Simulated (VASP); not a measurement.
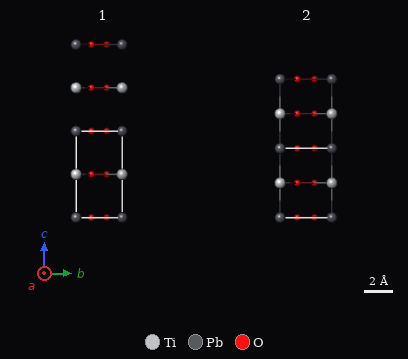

Two geometries of a crystal of TiPbO4 (a generated structure, set up in P6/mmm), drawn at one scale. One is the start of a relaxation, the other its converged end. The picture is a ball-and-stick view of the cell of the calculation, repeated 1 × 1 × 2 with one cell outlined, seen along the a axis.

Method: Kohn-Sham DFT of a periodic cell, PBE, VASP PAW PBE potentials, recommended (VASP). Settings: plane-wave cutoff 520 eV; k-point mesh 4 × 4 × 3; occupations gaussian; smearing width 0.15 eV; no spin polarisation.

### Which of the two is the end point?

Structure 1 is the relaxed one. The run lets cell and atoms move. The energy falls by 666 meV per atom in 7 geometry steps. All forces vanish by symmetry, so only the cell relaxes. The pressure goes from −5.72 to 0.13 GPa. The atoms keep their places relative to the cell (all moves are under 0.005 Å). Cell: a = b 4.292 → 3.819 Å (−11.0 %), c 4.966 → 6.206 Å (+25.0 %). Volume −1.1 %. Among the contacts that change: Pb–Ti 2.483 → 3.103 Å, O–Ti 2.478 → 2.205 Å, O–Pb 2.478 → 2.205 Å. The space group stays P6/mmm (No. 191).
